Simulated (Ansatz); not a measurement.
Breaking the Al1–F4 bond in AlFH2 (SMILES [F][AlH2]) (multiplicity 1 held, fragments rigid). Energies count from the point at 1.655 Å.
Geometry at that point (charge 0, multiplicity 1):
```json
[
 {"atom": "Al", "x (Å)": "-0.2467", "y (Å)": "-0.4788", "z (Å)": "0.1584"},
 {"atom": "H", "x (Å)": "0.4707", "y (Å)": "-1.3122", "z (Å)": "1.2788"},
 {"atom": "H", "x (Å)": "-1.5894", "y (Å)": "-0.8593", "z (Å)": "-0.5605"},
 {"atom": "F", "x (Å)": "0.4806", "y (Å)": "0.9329", "z (Å)": "-0.3086"}
]
```

Restricted levels (R-, RO-) in cc, def2 and unpolarised 6-31G sets keep to the state of the molecule at rest. Active spaces are followed from a long bond inwards. Curves can end on different states.

Frozen-core correlation.

The values were computed with Ansatz (a quantum-chemistry and plane-wave program) with Gaussian orbitals. Each number belongs to the level named beside it.

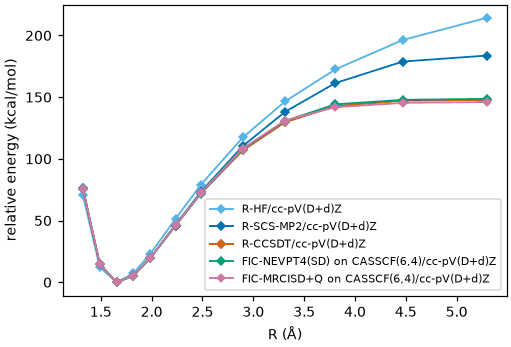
Fig. 1. Relative energy along the coordinate

Doubts at one or more of the structures used: a restricted determinant that unrestricted orbitals would lower (R-HF/cc-pV(D+d)Z, R-SCS-MP2/cc-pV(D+d)Z, R-CCSDT/cc-pV(D+d)Z); T1 above 0.05 (R-CCSDT/cc-pV(D+d)Z); other coupled-cluster roots lie near (R-CCSDT/cc-pV(D+d)Z); active orbitals that take no part (FIC-NEVPT4(SD) on CASSCF(6,4)/cc-pV(D+d)Z, FIC-MRCISD+Q on CASSCF(6,4)/cc-pV(D+d)Z).
